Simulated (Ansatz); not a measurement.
**Fields on a plane of MoS2 (2H-MoS2 type, space group P6_3/mmc)**

```yaml
crystal:
  lattice:
    - [3.14937, 0.00000, 0.00000]
    - [-1.57469, 2.72744, 0.00000]
    - [0.00000, 0.00000, 12.09029]
  atoms:
    - { symbol: Mo, position: [0.33333, 0.66667, 0.25000] }
    - { symbol: Mo, position: [0.66667, 0.33333, 0.75000] }
    - { symbol: S, position: [0.33333, 0.66667, 0.62049] }
    - { symbol: S, position: [0.66667, 0.33333, 0.12049] }
    - { symbol: S, position: [0.66667, 0.33333, 0.37951] }
    - { symbol: S, position: [0.33333, 0.66667, 0.87951] }
```

The slice is a (0001) plane (indices of the conventional cell) through the point (0.667, 0.333, 0.750) (fractional), spanned by u = [110] and v = [1 -1 0] in vectors of this cell: u (3.15 Å) and v (5.45 Å, at 90° to u). It covers one period; positions are fractions (u, v).

Atoms on it: Mo at (0.00, 0.00); Mo at (0.50, 0.50).

Calculation: PBE-D3(BJ) (plane waves to 420 eV, PAW, scalar-relativistic; Ansatz, a first-principles code). k mesh 12×12×3. Near the nuclei the fields are pseudised (PAW); where an atom keeps semicore shells as valence, they peak there. MoS2 is run without spin polarisation. MoS2 was relaxed with its symmetry unable to fall.

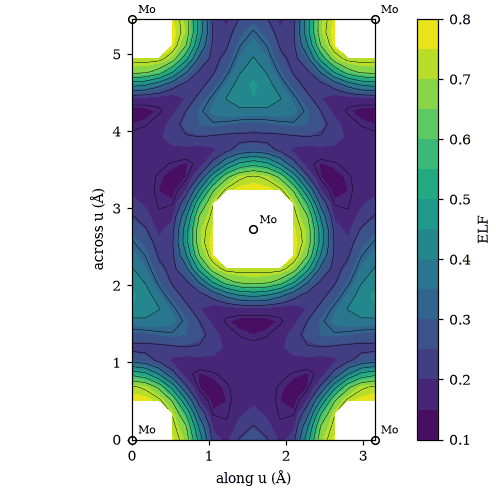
*Electron localisation function (ELF), one period of the plane, atoms marked. Points within 0.5 Å of a nucleus are left white, as the pseudised field means little there.*

| v \ u | 0.00 | 0.11 | 0.22 | 0.33 | 0.44 | 0.56 | 0.67 | 0.78 | 0.89 |
|---|---|---|---|---|---|---|---|---|---|
| 0.88 | x | x | x | 3.3 | 7.5 | 7.5 | 3.3 | x | x |
| 0.75 | 4.6 | 5.2 | 6.0 | 6.0 | 5.5 | 5.5 | 6.0 | 6.0 | 5.2 |
| 0.62 | 6.7 | 5.1 | <0.0 | x | x | x | x | <0.0 | 5.1 |
| 0.50 | 6.1 | 2.3 | x | x | x | x | x | x | 2.3 |
| 0.38 | 7.9 | 6.0 | <0.0 | x | x | x | x | <0.0 | 6.0 |
| 0.25 | 5.5 | 5.8 | 6.1 | 5.6 | 4.8 | 4.8 | 5.6 | 6.1 | 5.8 |
| 0.12 | x | x | x | 2.7 | 6.4 | 6.4 | 2.7 | x | x |
| 0.00 | x | x | x | <0.0 | 5.2 | 5.2 | <0.0 | x | x |

Values: electrostatic potential energy of an electron, from the cell's mean, in eV. Points within 1 Å of a nucleus are blanked (x), as the pseudised field means little there. Values under 0 eV are set to 0. The zero, the cell's mean, hangs on the PAW cores.
